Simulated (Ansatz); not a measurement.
# BFH₃Si radical (SMILES [BH][SiH2]F): single points off equilibrium

A test off equilibrium: a frame of a short trajectory is computed at several levels, and each is set against CCSD(T).

Program: Ansatz 0.2.0, Gaussian basis. Level of theory: single points in def2-TZVPP. These are calculated values, not measurements.

Cores are frozen in the correlated methods. Orbitals are unrestricted.

## (1) Starting geometry

SMILES `[BH][SiH2]F`, 6 atoms, charge 0, spin multiplicity 2.

Atoms are counted from 1 here; the program's logs count them from 0.

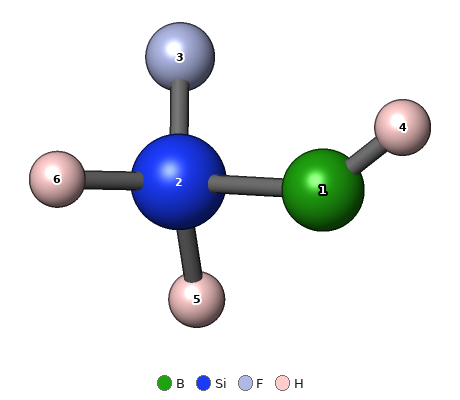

The starting geometry (boron green, silicon blue, fluorine light blue, hydrogen pink); atoms are numbered from 1 in the order of the file.

As a file:

| atom | x (Å) | y (Å) | z (Å) |
| --- | --- | --- | --- |
| B1 | -1.2832 | 0.2266 | -0.7327 |
| Si2 | 0.4832 | 0.0962 | 0.2472 |
| F3 | 0.9001 | -1.4056 | 0.6492 |
| H4 | -2.2324 | -0.3997 | -0.9893 |
| H5 | 1.4829 | 0.6677 | -0.7327 |
| H6 | 0.3165 | 0.8876 | 1.5276 |

## (2) PBE-D4/def2-TZVPP

run/in.yaml reads:

```yaml
crystal:
  periodic: [false, false, false]
  atoms:
    - {symbol: B, position_ang: [-1.283242, 0.226647, -0.732696]}
    - {symbol: Si, position_ang: [0.483195, 0.096178, 0.247239]}
    - {symbol: F, position_ang: [0.900057, -1.405570, 0.649211]}
    - {symbol: H, position_ang: [-2.232367, -0.399677, -0.989325]}
    - {symbol: H, position_ang: [1.482926, 0.667673, -0.732654]}
    - {symbol: H, position_ang: [0.316519, 0.887646, 1.527639]}
basis:
  gaussian: {orbitals: def2-TZVPP}
magnetization: {spin_polarized: true, initial_magnetization: 1}
hamiltonian: {xc: pbe, dispersion: d4}
output: {forces: true}
```

On the command line:

```sh
$ ansatz run in.yaml --threads 2 --pin off --events-out ev --progress --plain --max-ram 3481MiB
```

## (3) r2SCAN-D4/def2-TZVPP

Edit run/in.yaml of step 2 so:

```diff
@@ -12,3 +12,3 @@
 magnetization: {spin_polarized: true, initial_magnetization: 1}
-hamiltonian: {xc: pbe, dispersion: d4}
+hamiltonian: {xc: r2scan, dispersion: d4}
 output: {forces: true}
```

## (4) PBE0-D4/def2-TZVPP

Edit run/in.yaml of step 3 so:

```diff
@@ -12,3 +12,3 @@
 magnetization: {spin_polarized: true, initial_magnetization: 1}
-hamiltonian: {xc: r2scan, dispersion: d4}
-output: {forces: true}
+hamiltonian: {xc: pbe0, dispersion: d4}
+output: {forces: true, orbitals: {seedname: orbitals}}
```

## (5) wB97M-V/def2-TZVPP

Edit run/in.yaml of step 4 so:

```diff
@@ -12,3 +12,3 @@
 magnetization: {spin_polarized: true, initial_magnetization: 1}
-hamiltonian: {xc: pbe0, dispersion: d4}
-output: {forces: true, orbitals: {seedname: orbitals}}
+hamiltonian: {xc: {name: wB97M-V}}
+output: {forces: true}
```

## (6) CCSD(T)/def2-TZVPP

Edit run/in.yaml of step 5 so:

```diff
@@ -12,3 +12,4 @@
 magnetization: {spin_polarized: true, initial_magnetization: 1}
-hamiltonian: {xc: {name: wB97M-V}}
+correlation: {method: ccsd_t}
+scf: {omitted_lower_state_checks: [cluster_reference]}
 output: {forces: true}
```

(Steps that only read results are left out.)

Q: Predict the outcome of this session. Wanted: energy less free atoms, CCSD(T)/def2-TZVPP; RMS force component; RMS force error; HOMO and LUMO, PBE0-D4; T1 diagnostic.

As calculated:

```
                                  quantity                                                             value
energy less free atoms, CCSD(T)/def2-TZVPP                                                    -1781.4 kJ/mol
                       RMS force component                              0.430 to 0.532 eV/Å over the methods
                           RMS force error  PBE-D4 0.240, r2SCAN-D4 0.088, PBE0-D4 0.080, wB97M-V 0.099 eV/Å
                    HOMO and LUMO, PBE0-D4                                                -6.23 and -2.86 eV
                             T1 diagnostic                                                             0.014
```

In words: Against CCSD(T) the functionals' energies less atoms differ by -73.1 to -40.9 kJ/mol, PBE-D4 by -62.1 kJ/mol. A larger basis would deepen the CCSD(T) value, while the functionals are nearly converged already, so the order here is not reliable. The forces of PBE0-D4 come nearest to CCSD(T), those of PBE-D4 are farthest. Frozen-core CCSD(T) forces in triple zeta carry basis errors of their own, and this is one geometry, so small gaps rank nothing.
